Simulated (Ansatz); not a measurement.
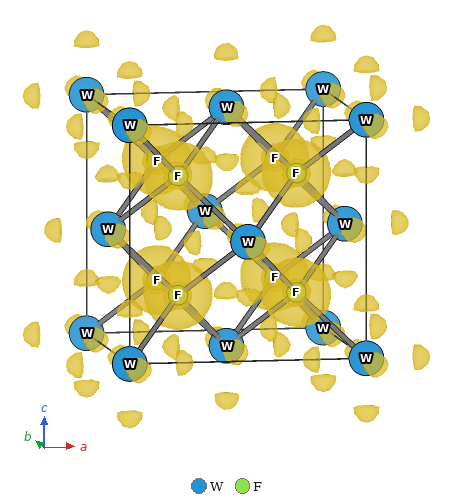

Figure. WF2. Isosurface of the ELF at 0.7 (yellow), seen slightly off an axis. Core shells and regions of very low density are left out. Sticks mark near contacts.

Space group Fm-3m; started from the fluorite prototype, which need not be the ambient phase; Hubbard U of 6.2 eV on W d only.

These are results of DFT PBE+U, scalar-relativistic, plane waves, PAW (Ansatz), not measurements.

In a PAW calculation such maps are meaningful between the atoms, not at the nuclei.

What do the ELF domains correspond to?

Answer. At this value the surface marks out eight regions wrapped around F (the valence shell of each) and 24 pockets between the atoms, centred on no nucleus (multi-centre or interstitial), counted in one cell of 12 atoms. Regions shared between cells count once. Along the contacts the grid gives the following. W–F (2.32 Å): the ELF peaks at about 0.85 in the valence shell of F, 0.7 Å from its nucleus, and is about 0.05 at the midpoint (no shared electron pair shows on this line).
